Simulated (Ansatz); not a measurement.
## Geometry relaxation of CH$_{8}$ClNOSi (part 1 of 2)

System: CH$_{8}$ClNOSi.
Method: RKS B3LYP-D4/def2-SVP (Ansatz 0.2.0).

The input holds or restrains some coordinates. It belongs to a series of runs on one base structure; here: pulled along the bonds that form and break, towards end A.

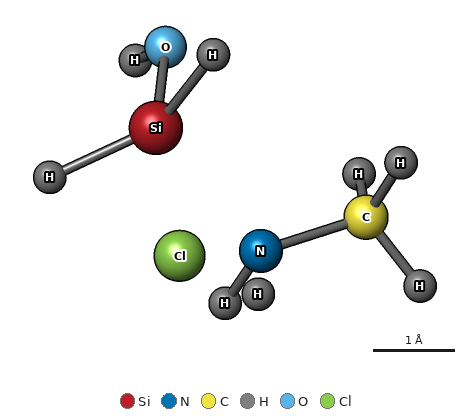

*The starting structure (ball-and-stick view, seen at a tilt).*

Bond lengths as drawn: C–H 1.09 Å, C–N 1.44 Å, H–N 1.01 Å, H–O 0.95 Å, H–Si 1.44 to 1.45 Å and O–Si 1.64 Å.

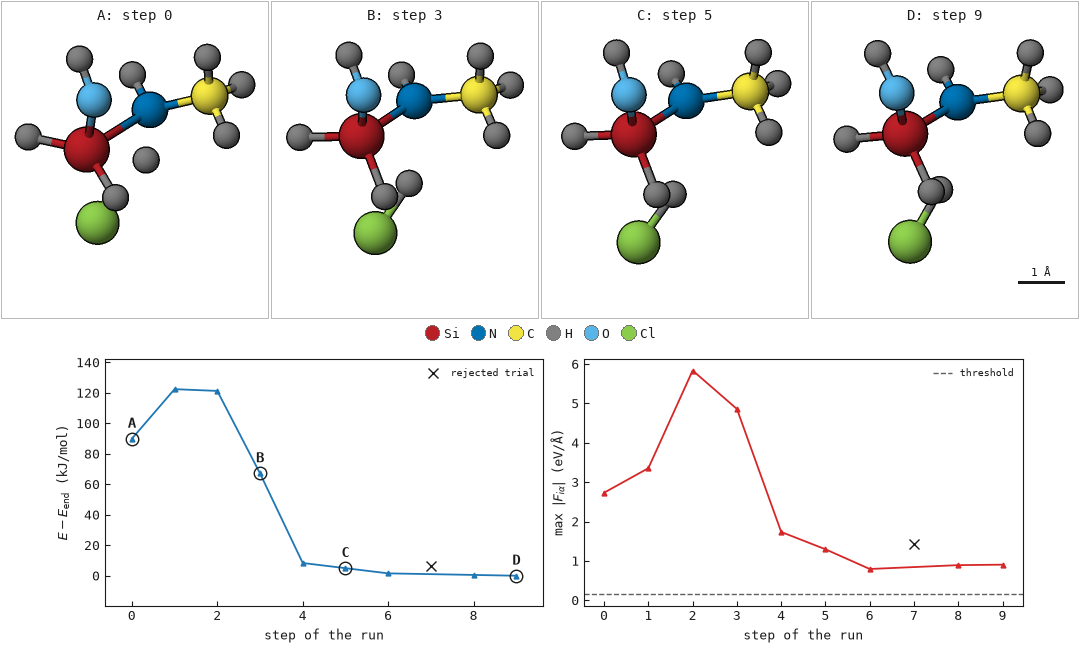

*Frames of the restrained relaxation (ball-and-stick view, seen at a tilt) above the curves, on which the letters mark them (the first geometry is step 0 here and step 1 in the log).*

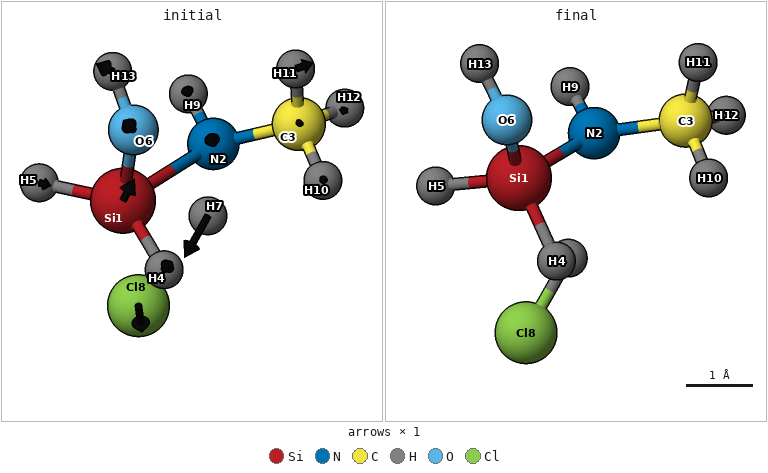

*Before (left) and after (right) the restrained relaxation, at one scale (ball-and-stick view, seen at a tilt). The black arrows give the displacements, at true length.*

The atom that moves furthest after the best rigid fit is H7 (0.78 Å). Largest moves by element: H 0.78 Å, Cl 0.67 Å, Si 0.40 Å, O 0.34 Å, N 0.30 Å, C 0.09 Å. Among the contacts that change: H7–Cl8 1.755 → 1.317 Å, Si1–N2 2.122 → 1.789 Å, Si1–H5 1.452 → 1.488 Å, Si1–O6 1.637 → 1.670 Å. New bonds form: H7–Cl8 (1.75 → 1.32 Å). Among the angles that change: H4–Si1–H5 138.4° → 115.2°, N2–Si1–O6 97.7° → 114.7°, H4–Si1–O6 93.3° → 103.7°. After 9 geometry steps the energy has fallen by 89.9 kJ/mol. Largest force component: 2.7 eV/Å at the start, 0.9 eV/Å at the end. The line search rejected the trial step at point 7 (counted from 0) and went back. (Atoms are counted from 1 in the order of the input.)

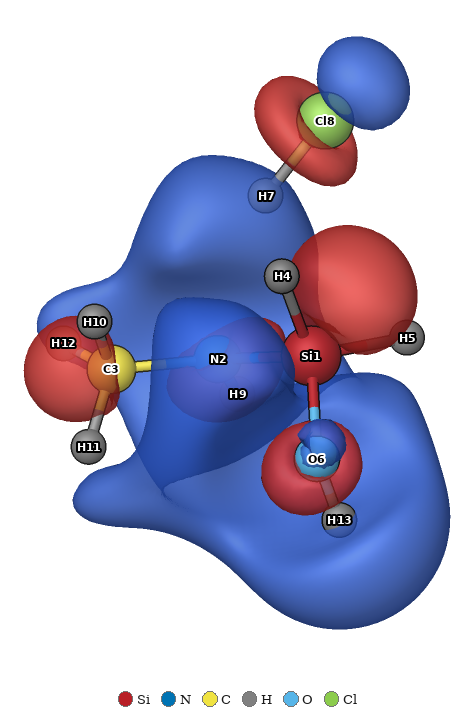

*One frontier orbital at ±0.08 Å⁻³ᐟ² (red and blue are the two phases), seen at a tilt.*

The LUMO, at 0.59 eV. It lies mainly on Si1 (20 %), H13 (15 %), H9 (10 %), O6 (10 %) and N2 (10 %).

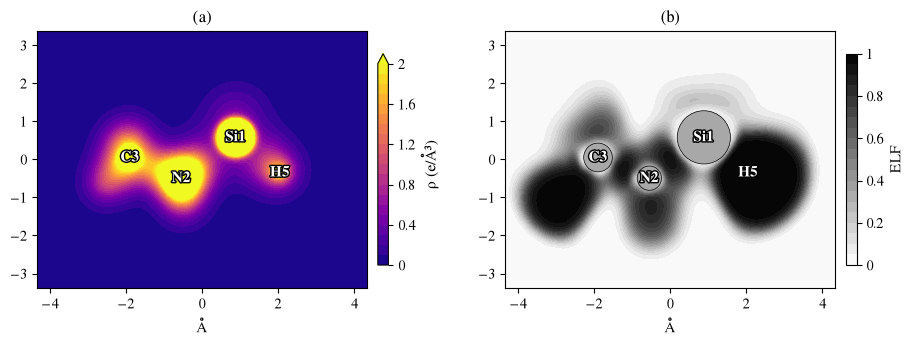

*(a) total electron density; (b) electron localisation function on the plane of atoms N2, Si1 and H5. Grey discs, where drawn, cover atomic cores.*

The section cuts through Si, N, C and H sites. Si–N (1.79 Å): ρ at the midpoint is about 0.98 e/Å³; the ELF peaks at about 0.95 between the atoms, which marks a shared but strongly polarised pair.

The input and output of the run follow.

### Input
```yaml
crystal:
  periodic: [false, false, false]
  atoms:
    - { symbol: Si, position_ang: [-0.3343, 0.1691, 1.3828] }
    - { symbol: "N", position_ang: [0.5332, -0.484, -0.44] }
    - { symbol: C, position_ang: [0.1329, 0.2148, -1.6382] }
    - { symbol: H, position_ang: [-0.3024, 1.6108, 1.4634] }
    - { symbol: H, position_ang: [-0.1616, -0.971, 2.2646] }
    - { symbol: O, position_ang: [-1.8996, 0.1367, 0.9062] }
    - { symbol: H, position_ang: [1.7275, -0.1526, 0.0519] }
    - { symbol: Cl, position_ang: [2.1323, 0.3991, 1.668] }
    - { symbol: H, position_ang: [0.5118, -1.4882, -0.5603] }
    - { symbol: H, position_ang: [0.1975, 1.2849, -1.4567] }
    - { symbol: H, position_ang: [-0.9019, -0.0279, -1.8985] }
    - { symbol: H, position_ang: [0.7756, -0.0397, -2.4859] }
    - { symbol: H, position_ang: [-2.411, -0.6521, 0.7427] }
basis:
  gaussian: { orbitals: def2-SVP }
hamiltonian:
  xc: b3lyp
  dispersion: d4
relax:
  f_tol: 0.15
  max_steps: 25
  restrain:
    - { distance: [0, 7], at: 3.43, k: 30.0 }
    - { distance: [6, 1], at: 2.32, k: 30.0 }
    - { distance: [0, 1], at: 1.82, k: 30.0 }
    - { distance: [6, 7], at: 1.33, k: 30.0 }
output:
  orbitals: {}
```

Launched with:
```bash
ansatz run input.yaml --threads 2 --pin off --max-ram 3072MiB --backend cpu --events-out ev --progress --plain --runs-dir out
```

### The program's output
```
The last accepted step is kept in [file] (removed where the run ends without a failure and the disk answers)
Engine: ansatz 0.2.0, x86_64-unknown-linux-gnu
Functional definition: B3LYP
  parameter a0 = 0.2
  parameter ax = 0.72
  parameter ac = 0.81
  exchange = (1 - a0 - ax)*slater_x + ax*b88_x + a0*exact_x
  correlation = (1 - ac)*vwn_rpa_c + ac*lyp_c
1247 factors; integrals over basis functions are off by at most 5.9e-4 eV
mean field evaluation 1: about -25087.5276 eV, gradient 6.8e1 eV
mean field evaluation 2: about -25073.6663 eV, gradient 1.1e2 eV
mean field evaluation 4: about -25096.5115 eV, gradient 3.9e0 eV
mean field evaluation 8: about -25096.5584 eV, gradient 9.7e-2 eV
mean field -25096.55841472 eV, -922.2815106825 hartree, gradient 3.6e-5 eV, S^2 0.000000; 0 other end points of the search recorded, 0 dependent functions left out
the calculation of the forces begins
reference -25096.55867300 eV, -922.2815201742 hartree; 30, 30 occupied and 88, 88 virtual orbitals, 1247 factors
relax step   1: F+E_penalty+E_count = -25097.02082125 eV  Δ(F+E_penalty+E_count) = +0.000e0 eV  max|allowed force component| = 2.732e0 eV/Å  E_restraint = 31.82437267 eV  max|allowed force component, restraints' pulls added| = 2.792e1 eV/Å  Δτ_max = 0.0000 Å  (26 SCF iters, accepted)
  distance Si 0 - Cl 7 = 2.4937 Å
  distance H 6 - N 1 = 1.3335 Å
  distance Si 0 - N 1 = 2.1217 Å
  distance H 6 - Cl 7 = 1.7550 Å
these checks for a lower state are left out or cut short: starts, cluster_reference, orbital_swaps, neighbouring_geometries, increment
1247 factors; integrals over basis functions are off by at most 6.6e-4 eV
mean field evaluation 16: about -25095.2977 eV, gradient 1.4e1 eV
mean field -25096.22524196 eV, -922.2692668095 hartree, gradient 8.5e-5 eV, S^2 0.000000; 0 other end points of the search recorded, 0 dependent functions left out
[... from here on the field's lines of each further geometry are left out, up to the last ...]
relax step   2: F+E_penalty+E_count = -25096.68337335 eV  Δ(F+E_penalty+E_count) = +3.374e-1 eV  max|allowed force component| = 3.355e0 eV/Å  E_restraint = 15.14976159 eV  max|allowed force component, restraints' pulls added| = 1.963e1 eV/Å  Δτ_max = 0.1938 Å  (31 SCF iters, accepted)
relax step   3: F+E_penalty+E_count = -25096.69529536 eV  Δ(F+E_penalty+E_count) = -1.192e-2 eV  max|allowed force component| = 5.835e0 eV/Å  E_restraint = 5.28915246 eV  max|allowed force component, restraints' pulls added| = 1.164e1 eV/Å  Δτ_max = 0.1949 Å  (30 SCF iters, accepted)
relax step   4: F+E_penalty+E_count = -25097.25618656 eV  Δ(F+E_penalty+E_count) = -5.609e-1 eV  max|allowed force component| = 4.859e0 eV/Å  E_restraint = 0.60350323 eV  max|allowed force component, restraints' pulls added| = 5.262e0 eV/Å  Δτ_max = 0.1948 Å  (29 SCF iters, accepted)
relax step   5: F+E_penalty+E_count = -25097.86593207 eV  Δ(F+E_penalty+E_count) = -6.097e-1 eV  max|allowed force component| = 1.736e0 eV/Å  E_restraint = 0.02448331 eV  max|allowed force component, restraints' pulls added| = 1.475e0 eV/Å  Δτ_max = 0.1912 Å  (29 SCF iters, accepted)
relax step   6: F+E_penalty+E_count = -25097.90109689 eV  Δ(F+E_penalty+E_count) = -3.516e-2 eV  max|allowed force component| = 1.296e0 eV/Å  E_restraint = 0.02250986 eV  max|allowed force component, restraints' pulls added| = 1.007e0 eV/Å  Δτ_max = 0.1931 Å  (29 SCF iters, accepted)
relax step   7: F+E_penalty+E_count = -25097.93656129 eV  Δ(F+E_penalty+E_count) = -3.546e-2 eV  max|allowed force component| = 7.947e-1 eV/Å  E_restraint = 0.02201573 eV  max|allowed force component, restraints' pulls added| = 5.289e-1 eV/Å  Δτ_max = 0.2000 Å  (28 SCF iters, accepted)
relax step   8: F+E_penalty+E_count = -25097.88538347 eV  Δ(F+E_penalty+E_count) = +5.118e-2 eV  max|allowed force component| = 1.418e0 eV/Å  E_restraint = 0.01617971 eV  max|allowed force component, restraints' pulls added| = 1.136e0 eV/Å  Δτ_max = 0.2000 Å  (28 SCF iters, rejected (line search))
relax step   9: F+E_penalty+E_count = -25097.94712114 eV  Δ(F+E_penalty+E_count) = -1.056e-2 eV  max|allowed force component| = 8.929e-1 eV/Å  E_restraint = 0.01683214 eV  max|allowed force component, restraints' pulls added| = 4.144e-1 eV/Å  Δτ_max = 0.0944 Å  (28 SCF iters, accepted)
the calculation of the forces begins
reference -25097.53315655 eV, -922.3173317841 hartree; 30, 30 occupied and 88, 88 virtual orbitals, 1247 factors
relax step  10: F+E_penalty+E_count = -25097.95257360 eV  Δ(F+E_penalty+E_count) = -5.452e-3 eV  max|allowed force component| = 9.047e-1 eV/Å  E_restraint = 0.01909582 eV  max|allowed force component, restraints' pulls added| = 1.266e-1 eV/Å  Δτ_max = 0.0999 Å  (28 SCF iters, accepted)
  distance Si 0 - Cl 7 = 3.4389 Å
  distance H 6 - N 1 = 2.3115 Å
  distance Si 0 - N 1 = 1.7892 Å
  distance H 6 - Cl 7 = 1.3169 Å
1247 factors; integrals over basis functions are off by at most 9.9e-4 eV
mean field -25097.53288755 eV, -922.3173218985 hartree, gradient 6.0e-6 eV, S^2 0.000000; 1 other end points of the search recorded, 0 dependent functions left out
the calculation of the forces begins
reference -25097.53315655 eV, -922.3173317841 hartree; 30, 30 occupied and 88, 88 virtual orbitals, 1247 factors
Total energy: -25097.95284260 eV, -922.3327549622 hartree
Atom 0 at    -0.551546     0.059049     1.069692 Å, force     0.273738    -0.290975    -0.759999 eV/Å
Atom 1 at     0.234473    -0.496314    -0.438583 Å, force    -0.156486     0.383599     0.904730 eV/Å
Atom 2 at     0.056248     0.226440    -1.692602 Å, force     0.020663    -0.003487     0.045679 eV/Å
Atom 3 at    -0.177395     1.473516     1.254797 Å, force     0.009264     0.043927     0.014711 eV/Å
Atom 4 at    -0.051639    -0.870361     2.118112 Å, force    -0.070810    -0.018648    -0.020063 eV/Å
Atom 5 at    -2.220543     0.094627     1.016057 Å, force    -0.041499    -0.042706    -0.013035 eV/Å
Atom 6 at     2.221085    -0.003244     0.635307 Å, force    -0.046537     0.110314     0.265418 eV/Å
Atom 7 at     2.801502     0.440846     1.730792 Å, force     0.015453    -0.142360    -0.373263 eV/Å
Atom 8 at     0.314951    -1.503176    -0.556389 Å, force     0.009328    -0.040439    -0.034932 eV/Å
Atom 9 at     0.110057     1.309035    -1.490324 Å, force    -0.008776    -0.010175    -0.057264 eV/Å
Atom 10 at    -0.914317     0.032124    -2.189061 Å, force     0.011173     0.004167    -0.004731 eV/Å
Atom 11 at     0.859092    -0.012688    -2.410528 Å, force    -0.008886     0.002312     0.010565 eV/Å
Atom 12 at    -2.681967    -0.749954     0.952730 Å, force    -0.006624     0.004472     0.022184 eV/Å
Dipole moment:    -0.287263    -0.485725    -0.442460 e Å
```
